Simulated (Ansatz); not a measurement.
## Profile along the Ti–O line in SrTiO3 (cubic perovskite)

SrTiO₃ (cubic perovskite)

```
CELL_PARAMETERS angstrom
      3.93649     0.00000     0.00000
      0.00000     3.93649     0.00000
      0.00000     0.00000     3.93649
ATOMIC_POSITIONS crystal
  Sr 0.00000 0.00000 0.00000
  Ti 0.50000 0.50000 0.50000
  O  0.00000 0.50000 0.50000
  O  0.50000 0.50000 0.00000
  O  0.50000 0.00000 0.50000
```

Fields along a shortest Ti–O line of a {110} plane (1.97 Å), from Ti to O, interpolated on the slice's grid (step about 0.2 Å). Method: PBE (plane waves to 420 eV, PAW, scalar-relativistic; Ansatz, a quantum-chemistry and plane-wave program). k mesh 8×8×8. These are valence fields of a PAW run, semicore shells included where kept as valence: close to a nucleus they are smooth pseudo fields. SrTiO3 is run without spin polarisation. SrTiO3 was relaxed with its symmetry unable to fall. The PAW data are Ansatz's earlier set.

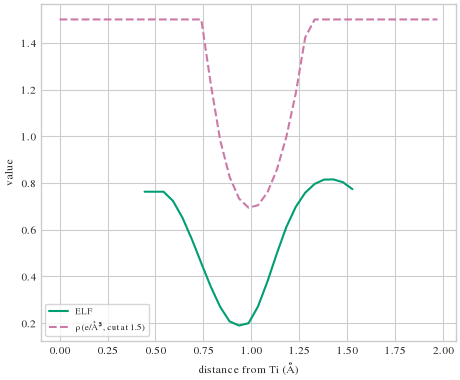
*ELF (away from the nuclei) and valence density from Ti to O.*

Density on the Ti–O line (1.97 Å) at its midpoint: 0.69 e/Å³. ELF at that point: 0.20.
